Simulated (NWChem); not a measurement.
**A workflow on the pair ZnH2O···GeF2**

We compute the energy (singlet ZnGeH2OF2, TPSS/6-31G*), then a single-point energy (singlet ZnH2O, TPSS/6-31G*), then the energy (singlet GeF2, TPSS/6-31G*), then the energy (singlet ZnH2O, TPSS/6-31G*), then the energy (singlet GeF2, TPSS/6-31G*) of F2GeH2OZn and its partners. 

Program for the calculation: NWChem 7.3.0.

**1. The structure to begin with**

ZnGeH2OF2 has 7 atoms, charge 0, and is taken as a singlet. The two molecules were placed rigidly side by side, at 0.9 times their contact distance; the pair isn't optimised.

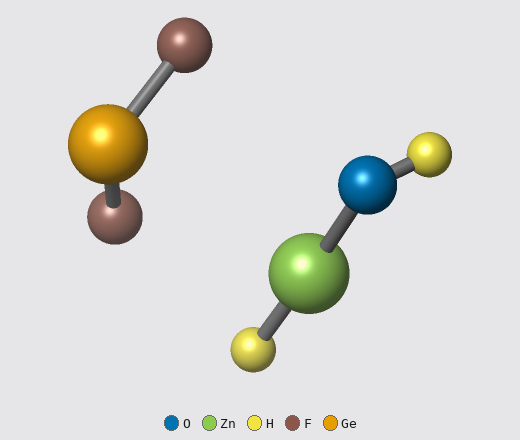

The structure, seen from a chosen angle (oxygen blue, zinc green, hydrogen yellow, fluorine brown, germanium amber).

**2. A single-point energy at TPSS/6-31G(d) (spherical functions) (run 1)**

The input, m1.nw:

```
start m1
memory stack 880 mb heap 220 mb global 1100 mb
charge 0

geometry units angstrom noautosym nocenter noautoz
O      0.369320    -0.961250     0.551100
Zn     0.058930     0.608350    -0.216000
H     -0.319080    -1.625350     0.503700
H     -0.109170     1.978250    -0.838800
F      1.575730     1.337060    -2.699050
Ge     2.712430     0.269830    -1.916000
F      1.994940    -1.234010    -2.433790
end

basis spherical bse
* library 6-31G*
end

dft
xc xtpss03 ctpss03
grid fine
convergence energy 1e-08
maxiter 100
mulliken
print low
end

task dft energy
```

Command:

```
$ nwchem m1.nw > m1.out
```

What it wrote, shortened:

```text
[...]
 d= 0,ls=0.0,diis     1  -4131.7093648954 -4.74D+03  3.31D-02  1.65D+00     5.2
[...]
 d= 0,ls=0.0,diis    13  -4131.9428087501 -9.85D-10  2.29D-07  2.93D-09    49.0
         Total DFT energy =    -4131.942808750105
      One electron energy =    -6969.894811988555
           Coulomb energy =     2411.877318775282
    Exchange-Corr. energy =     -180.457012178161
 Nuclear repulsion energy =      606.531696641330
[...]
      Total Density - Mulliken Population Analysis
     ---------------------------------------------
    Atom       Charge   Shell Charges
 -----------   ------   -------------------------------------------------------
    1 O    8     8.80   2.00  0.90  2.88  0.99  2.02  0.02
    2 Zn  30    29.57   2.00  2.00  6.00  2.00  6.00  0.87  0.57  0.18  0.14  6.74  3.07  0.01
    3 H    1     0.59   0.48  0.10
    4 H    1     1.07   0.49  0.58
    5 F    9     9.35   2.00  0.94  3.27  1.03  2.10  0.01
    6 Ge  32    31.26   2.00  2.00  6.00  2.00  5.99  1.62  1.13  0.23  0.13  6.85  2.94  0.38
    7 F    9     9.35   2.00  0.94  3.27  1.03  2.10  0.01
[...]
```

It took 50 s on 1 thread of Intel Xeon Platinum 8488C (Sapphire Rapids), shared host; peak memory 0.12 GiB.

**3. ZnH2O: the energy at TPSS/6-31G(d) (spherical functions) (run 2)**

The input, h2ozn.nw:

```
start h2ozn
memory stack 880 mb heap 220 mb global 1100 mb
charge 0

geometry units angstrom noautosym nocenter noautoz
  O      0.369320    -0.961250     0.551100
  Zn     0.058930     0.608350    -0.216000
  H     -0.319080    -1.625350     0.503700
  H     -0.109170     1.978250    -0.838800
end

basis spherical bse
  * library 6-31G*
end

dft
  xc xtpss03 ctpss03
  grid fine
  convergence energy 1e-08
  iterations 100
  mulliken
  noprint "final vectors analysis"
end

task dft
```

Command:

```
$ nwchem h2ozn.nw > h2ozn.out
```

What it wrote, shortened:

```text
[...]
          Wavefunction type:  closed shell.
          No. of atoms     :     4
          No. of electrons :    40
[...]
          Charge           :     0
          Spin multiplicity:     1
[...]
          AO basis - number of functions:    52
[...]
              XC Information
              --------------
                  TPSS metaGGA Exchange Functional  1.000
             TPSS03 metaGGA Correlation Functional  1.000
[...]
 d= 0,ls=0.0,diis     1  -1855.3830820671 -1.95D+03  4.25D-02  7.44D-01     1.4
[...]
 d= 0,ls=0.0,diis    11  -1855.4893109854 -1.40D-10  1.39D-07  4.25D-10     9.2
         Total DFT energy =    -1855.489310985359
      One electron energy =    -2775.334949305145
           Coulomb energy =      905.766991245843
    Exchange-Corr. energy =      -80.506000943626
 Nuclear repulsion energy =       94.584648017568
[...]
      Total Density - Mulliken Population Analysis
     ---------------------------------------------
    Atom       Charge   Shell Charges
 -----------   ------   -------------------------------------------------------
    1 O    8     8.81   2.00  0.90  2.88  0.99  2.03  0.02
    2 Zn  30    29.50   2.00  2.00  6.00  2.00  6.00  0.83  0.54  0.19  0.10  6.75  3.08  0.01
    3 H    1     0.60   0.49  0.11
    4 H    1     1.09   0.49  0.61
[...]
```

Run time: 9.9 s. Hardware: 1 thread of Intel Xeon Platinum 8488C (Sapphire Rapids), shared host; peak memory 0.11 GiB.

**4. GeF2: a single-point energy at TPSS/6-31G(d) (spherical functions) (run 3)**

The input, test.nw:

```
start test
memory total 2200 mb
geometry units angstroms noautosym nocenter noautoz
 F      1.575730     1.337060    -2.699050
 Ge     2.712430     0.269830    -1.916000
 F      1.994940    -1.234010    -2.433790
end
basis spherical bse
 * library 6-31G*
end
dft
 xc xtpss03 ctpss03
 mult 1
 grid fine
 convergence energy 1e-08
 iterations 100
 mulliken
 print low
end
task dft energy
```

Command:

```
$ nwchem test.nw > test.out
```

What it wrote, shortened:

```text
[...]
 d= 0,ls=0.0,diis     1  -2276.3241862338 -2.47D+03  3.90D-02  9.35D-01     1.3
[...]
 d= 0,ls=0.0,diis    10  -2276.4531168433 -1.30D-10  2.83D-07  6.57D-10     8.0
         Total DFT energy =    -2276.453116843252
      One electron energy =    -3553.282191642993
           Coulomb energy =     1185.720143752215
    Exchange-Corr. energy =      -99.954364530768
 Nuclear repulsion energy =      191.063295578294
[...]
      Total Density - Mulliken Population Analysis
     ---------------------------------------------
    Atom       Charge   Shell Charges
 -----------   ------   -------------------------------------------------------
    1 F    9     9.36   2.00  0.94  3.27  1.03  2.11  0.01
    2 Ge  32    31.29   2.00  2.00  6.00  2.00  5.99  1.59  1.11  0.30  0.14  6.85  2.94  0.38
    3 F    9     9.36   2.00  0.94  3.27  1.03  2.11  0.01
[...]
```

Wall time 8.7 s (1 thread of Intel Xeon Platinum 8488C (Sapphire Rapids), shared host); peak memory 0.11 GiB.

**5. ZnH2O among ghost functions: a single-point energy at TPSS/6-31G(d) (spherical functions, with ghost functions) (run 4)**

The input, test.nw:

```
start test
title "H2OZn"
memory stack 880 mb heap 220 mb global 1100 mb

geometry units angstrom noautosym nocenter noautoz
 O        0.369320      -0.961250       0.551100
 Zn       0.058930       0.608350      -0.216000
 H       -0.319080      -1.625350       0.503700
 H       -0.109170       1.978250      -0.838800
 bqF      1.575730     1.337060    -2.699050
 bqGe     2.712430     0.269830    -1.916000
 bqF      1.994940    -1.234010    -2.433790
end

basis spherical bse
 O library 6-31G*
 Zn library 6-31G*
 H library 6-31G*
 bqF library F 6-31G*
 bqGe library Ge 6-31G*
end

dft
 xc xtpss03 ctpss03
 mult 1
 grid fine
 convergence energy 1e-08
 maxiter 100
 mulliken
 print low
end

task dft energy
```

Command:

```
$ nwchem test.nw > test.out
```

What it wrote, shortened:

```text
[...]
 d= 0,ls=0.0,diis     1  -1855.3877416638 -1.95D+03  2.06D-02  7.44D-01     4.6
[...]
 d= 0,ls=0.0,diis    11  -1855.4945871499 -1.20D-10  7.32D-08  4.59D-10    39.1
         Total DFT energy =    -1855.494587149904
      One electron energy =    -2775.152318294560
           Coulomb energy =      905.568969038674
    Exchange-Corr. energy =      -80.495885911586
 Nuclear repulsion energy =       94.584648017568
[...]
      Total Density - Mulliken Population Analysis
     ---------------------------------------------
    Atom       Charge   Shell Charges
 -----------   ------   -------------------------------------------------------
    1 O    8     8.81   2.00  0.90  2.88  0.99  2.02  0.02
    2 Zn  30    29.50   2.00  2.00  6.00  2.00  6.00  0.84  0.54  0.19  0.12  6.74  3.08  0.01
    3 H    1     0.59   0.48  0.11
    4 H    1     1.09   0.49  0.61
    5 X    0    -0.00  -0.00 -0.00  0.00  0.00 -0.00 -0.00
    6 X    0     0.01  -0.00 -0.00 -0.00 -0.00 -0.00 -0.00 -0.00  0.00  0.01 -0.00 -0.00  0.00
    7 X    0    -0.00   0.00  0.00 -0.00 -0.00  0.00  0.00
[...]
```

It took 40 s on 1 thread of Intel Xeon Platinum 8488C (Sapphire Rapids), shared host; peak memory 0.12 GiB.

**6. GeF2 among ghost functions: the energy at TPSS/6-31G(d) (spherical functions, with ghost functions) (run 5)**

The input, f2ge.nw:

```
start f2ge
title "F2Ge"
memory total 2200 mb
charge 0
geometry units au noautosym nocenter noautoz
  F      2.97769815     2.52667721    -5.10046530
  Ge     5.12574983     0.50990480    -3.62071525
  F      3.76989024    -2.33194094    -4.59919654
  bqO      0.697914    -1.816499     1.041428
  bqZn     0.111362     1.149615    -0.408181
  bqH     -0.602974    -3.071466     0.951855
  bqH     -0.206301     3.738351    -1.585102
end
basis spherical bse
  F library 6-31G*
  Ge library 6-31G*
  bqO library O 6-31G*
  bqZn library Zn 6-31G*
  bqH library H 6-31G*
end
dft
  xc xtpss03 ctpss03
  grid fine
  convergence energy 1e-08
  maxiter 100
  mulliken
  noprint "final vectors analysis"
end
task dft energy
```

Command:

```
$ nwchem f2ge.nw > f2ge.out
```

What it wrote, shortened:

```text
[...]
          Wavefunction type:  closed shell.
          No. of atoms     :     7
          No. of electrons :    50
[...]
          Charge           :     0
          Spin multiplicity:     1
[...]
          AO basis - number of functions:   112
[...]
              XC Information
              --------------
                  TPSS metaGGA Exchange Functional  1.000
             TPSS03 metaGGA Correlation Functional  1.000
[...]
 d= 0,ls=0.0,diis     1  -2276.3277378225 -2.47D+03  2.12D-02  9.33D-01     4.3
[...]
 d= 0,ls=0.0,diis    11  -2276.4566070931 -7.90D-10  4.61D-08  2.81D-11    38.6
         Total DFT energy =    -2276.456607093066
      One electron energy =    -3553.182266602479
           Coulomb energy =     1185.610050982380
    Exchange-Corr. energy =      -99.947673290904
 Nuclear repulsion energy =      191.063281817937
[...]
      Total Density - Mulliken Population Analysis
     ---------------------------------------------
    Atom       Charge   Shell Charges
 -----------   ------   -------------------------------------------------------
    1 F    9     9.35   2.00  0.94  3.27  1.03  2.10  0.01
    2 Ge  32    31.22   2.00  2.00  6.00  2.00  5.99  1.62  1.11  0.22  0.11  6.85  2.94  0.38
    3 F    9     9.35   2.00  0.94  3.27  1.03  2.10  0.01
    4 X    0    -0.00   0.00  0.00 -0.00 -0.00  0.00 -0.00
    5 X    0     0.08  -0.00 -0.00  0.00 -0.00  0.00 -0.00  0.00  0.04  0.05 -0.00  0.00  0.00
    6 X    0    -0.00   0.00 -0.00
    7 X    0     0.00  -0.00  0.00
[...]
```

Wall time 39 s (1 thread of Intel Xeon Platinum 8488C (Sapphire Rapids), shared host); peak memory 0.12 GiB.

**7. What came out**

| quantity | value |
| --- | --- |
| run 1, TPSS/6-31G*: total energy | -4131.94281 Eh |
| ZnH2O: total energy | -1855.48931 Eh |
| ZnH2O: dipole moment | 1.41 D |
| GeF2: total energy | -2276.45312 Eh |
| ZnH2O among ghost functions: total energy | -1855.49459 Eh |
| GeF2 among ghost functions: total energy | -2276.45661 Eh |
| GeF2 among ghost functions: dipole moment | 1.98 D |
| interaction energy of the rigid parts ZnH2O and GeF2 (parts in their own basis; closest atoms 2.59 Å apart) | -0.010 eV |
| interaction energy of the rigid parts ZnH2O and GeF2 (parts in the whole basis, counterpoise; closest atoms 2.59 Å apart) | 0.228 eV |

What this shows: The interaction energy of the rigid parts ZnH2O and GeF2 (parts in their own basis; closest atoms 2.59 Å apart) is −0.01 eV (−1.0 kJ/mol). Without counterpoise this holds the superposition error of the basis. The interaction energy of the rigid parts ZnH2O and GeF2 (parts in the whole basis, counterpoise; closest atoms 2.59 Å apart) is 0.23 eV (5.3 kcal/mol): the parts repel at this shape. The basis-set superposition error is 23.0 kJ/mol. It is larger than the uncorrected attraction, which is thus an artefact of the basis. Mulliken charges (ZnH2O) run from -0.81 on O1 to +0.50 on Zn2. Mulliken charges (GeF2) run from -0.36 on F1 to +0.71 on Ge2.
